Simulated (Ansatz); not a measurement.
# Calculations on C2H5AlSi

## 1. Relaxation

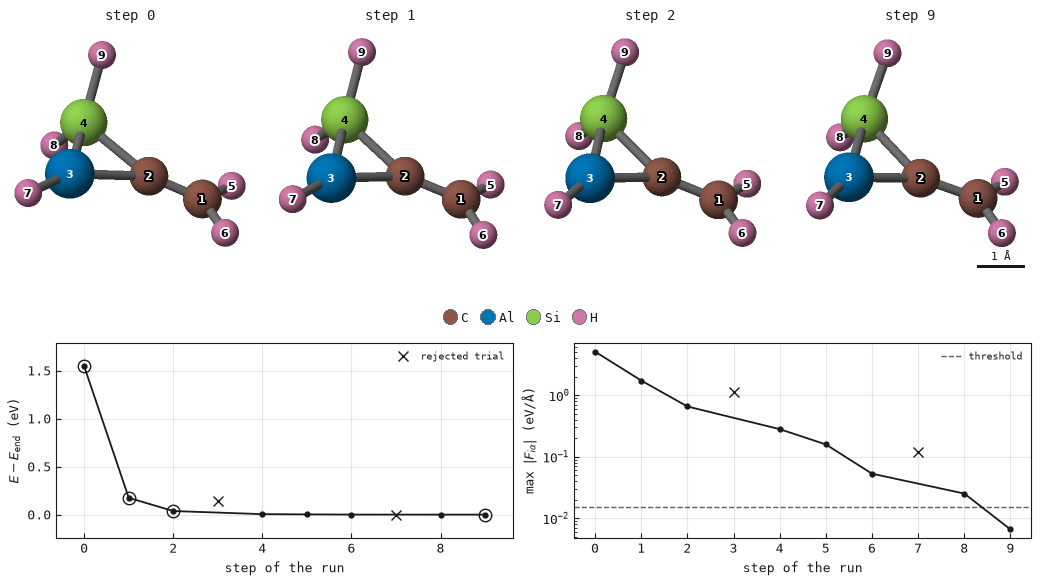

Frames of a relaxation of C2H5AlSi, marked on the history of the run. Style: ball-and-stick. Shown from a free direction.

The run prepares an end point of a later path (torsion) calculation, from a guessed geometry.

Method: RKS B3LYP-D4/def2-SVP in Ansatz 0.2.0.

Input file:
```yaml
crystal:
  periodic: [false, false, false]
  atoms:
    - { symbol: C, position_ang: [-0.8721, 1.2828, -0.8738] }
    - { symbol: C, position_ang: [-0.2203, 0.3699, -0.2885] }
    - { symbol: Al, position_ang: [1.5154, -0.7496, -0.2204] }
    - { symbol: Si, position_ang: [-0.0175, -0.9127, 1.0729] }
    - { symbol: H, position_ang: [-1.9051, 1.5782, -0.5347] }
    - { symbol: H, position_ang: [-0.5081, 1.8649, -1.7435] }
    - { symbol: H, position_ang: [3.0306, -1.1503, -0.7226] }
    - { symbol: H, position_ang: [-0.9681, -2.0347, 0.8431] }
    - { symbol: H, position_ang: [0.0338, -0.2948, 2.4503] }
basis:
  gaussian: { orbitals: def2-SVP }
hamiltonian:
  xc: b3lyp
  dispersion: d4
relax:
  f_tol: 0.015
  max_steps: 40
```

Command:
```bash
ansatz run input.yaml --threads 1 --pin off --max-ram 2048MiB --backend cpu --events-out ev --progress --plain --runs-dir out
```

**What happens along the run?**

The atom that moves furthest after the best rigid fit is H7 (0.41 Å). Largest moves by element: H 0.41 Å, C 0.25 Å, Al 0.19 Å, Si 0.17 Å. Near-neighbour distances that change, for instance: Al3–Si4 2.012 → 2.367 Å, C2–Al3 2.067 → 1.937 Å, C1–C2 1.265 → 1.343 Å, Al3–H7 1.646 → 1.584 Å. Bond angles that change, for instance: C1–C2–Si4 151.9° → 134.7°, Al3–C2–Si4 61.1° → 75.4°, Si4–Al3–H7 151.4° → 163.1°. After 7 accepted moves (9 points after the start) the energy has fallen by 1.544 eV. The largest force component goes from 5.1 to 0.0066 eV/Å. The line search rejected the trial steps at points 3, 7 of the run. Cost: 28 s on 1 thread of Intel(R) Xeon(R) Platinum 8488C (Sapphire Rapids) (shared host), peak memory 0.19 GiB. From step 0 to 1: H atoms move most (0.20 Å), energy −1.369 eV. From step 1 to 2: H7 moves most (0.19 Å), energy −0.137 eV. From step 2 to 9: H5 moves most (0.07 Å), energy −0.037 eV.

| step | E − E(0), eV | largest force component, eV/Å | note |
| --- | --- | --- | --- |
| 0 | 0.0000 | 5.1257 |  |
| 1 | -1.3689 | 1.7378 |  |
| 2 | -1.5062 | 0.6581 |  |
| 3 | -1.4068 | 1.1234 | rejected |
| 4 | -1.5387 | 0.2816 |  |
| 5 | -1.5412 | 0.1590 |  |
| 6 | -1.5433 | 0.0531 |  |
| 7 | -1.5430 | 0.1198 | rejected |
| 8 | -1.5436 | 0.0253 |  |
| 9 | -1.5437 | 0.0066 |  |

## 2. Relaxation

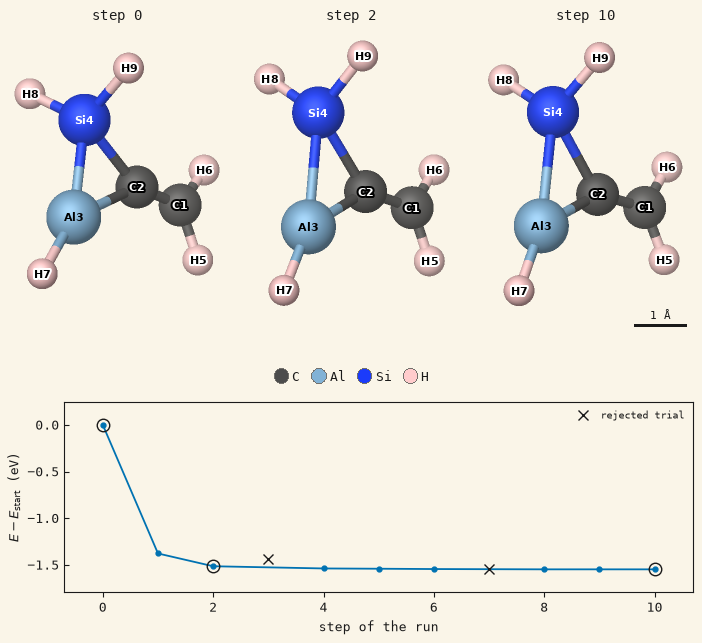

Frames of a relaxation of C$_{2}$H$_{5}$AlSi, marked on the history of the run. A ball-and-stick model, seen from a free direction.

The run prepares an end point of a later path (torsion) calculation, from a guessed geometry.

Method: Ansatz 0.2.0, RKS B3LYP-D4/def2-SVP. (no spin polarisation; force threshold 0.015 eV/Å; at most 40 steps)

Q: What happens along the run?

A: Over 8 accepted moves (10 points after the start) the energy falls by 1.548 eV. Largest force component: 5.2 eV/Å at the start, 0.0092 eV/Å at the end. The line search rejected the trial steps at points 3, 7 of the run. The atom that moves furthest after the best rigid fit is H7 (0.39 Å). Largest moves by element: H 0.39 Å, C 0.26 Å, Al 0.19 Å, Si 0.17 Å. Among the contacts that change: Al3–Si4 2.012 → 2.367 Å, C2–Al3 2.067 → 1.937 Å, C1–C2 1.265 → 1.343 Å, Al3–H7 1.646 → 1.584 Å. Among the angles between lasting bonds that change: C1–C2–Si4 151.9° → 134.6°, Al3–C2–Si4 61.1° → 75.4°, C2–Si4–Al3 64.0° → 52.4°. From step 0 to 2: H7 moves most (0.37 Å), energy −1.515 eV. From step 2 to 10: H6 moves most (0.10 Å), energy −0.033 eV.

| step | E − E(0), eV | largest force component, eV/Å | note |
| --- | --- | --- | --- |
| 0 | 0.0000 | 5.2324 |  |
| 1 | -1.3780 | 1.4277 |  |
| 2 | -1.5148 | 0.4850 |  |
| 3 | -1.4405 | 1.1909 | rejected |
| 4 | -1.5386 | 0.2446 |  |
| 5 | -1.5415 | 0.2154 |  |
| 6 | -1.5449 | 0.1513 |  |
| 7 | -1.5429 | 0.1386 | rejected |
| 8 | -1.5480 | 0.0231 |  |
| 9 | -1.5481 | 0.0292 |  |
| 10 | -1.5482 | 0.0092 |  |

## 3. Path

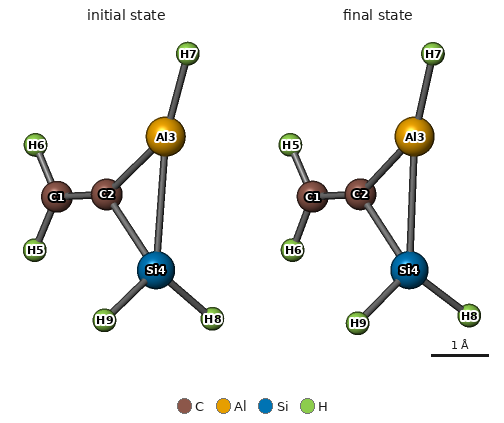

The two relaxed end points of a path for C2H5AlSi. A ball-and-stick model, seen from a free direction.

Level of theory: RKS B3LYP-D4/def2-SVP in Ansatz.

Run with 5 movable images; climbing image; force threshold 0.05 eV/Å; iteration limit 60.

Start:
```xyz
9

C    -0.7788    1.2213   -0.8598
C     0.0009    0.2617   -0.3355
Al    1.6740   -0.7143   -0.3199
Si   -0.1481   -0.9399    1.1738
H    -1.7633    1.4855   -0.4437
H    -0.4769    1.8031   -1.7430
H     3.0721   -0.8919   -1.0430
H    -1.2149   -1.9816    1.0366
H    -0.2764   -0.2903    2.5172
```

End:
```xyz
9

C    -0.7793    1.2217   -0.8596
C    -0.0028    0.2560   -0.3417
Al    1.6723   -0.7169   -0.3234
Si   -0.1469   -0.9375    1.1745
H    -0.4794    1.8046   -1.7429
H    -1.7589    1.4924   -0.4363
H     3.0723   -0.8951   -1.0423
H    -1.2052   -1.9886    1.0399
H    -0.2835   -0.2828    2.5146
```

Predict the minimum-energy path and its barrier.

Answer. The barrier is about 64.2 kJ/mol in both directions, with image 3 at the top; the ends have the same energy. The motion is an edge inversion through a T-shaped arrangement: the angle C1–C2–Si4 opens from 135° to 167° on the way. No bond forms or breaks between the ends. Among the angles between lasting bonds that change up to the highest image: C1–C2–Al3 149.8° → 90.5°, C1–C2–Si4 134.7° → 167.0°. The band is converged.

Energies of the converged images:

```
image  path (Å)  E (kJ/mol)
    0      0.00         0.0
    1      1.02         4.1
    2      2.03        23.7
    3      3.05        64.2
    4      4.11        22.1
    5      5.17         3.1
    6      6.23         0.0
```

The geometry at the top of the path:

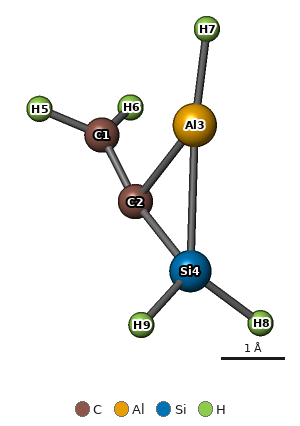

The run took 3.6 min on 1 thread of Intel(R) Xeon(R) Platinum 8488C (Sapphire Rapids) (shared host), peak memory 0.19 GiB.
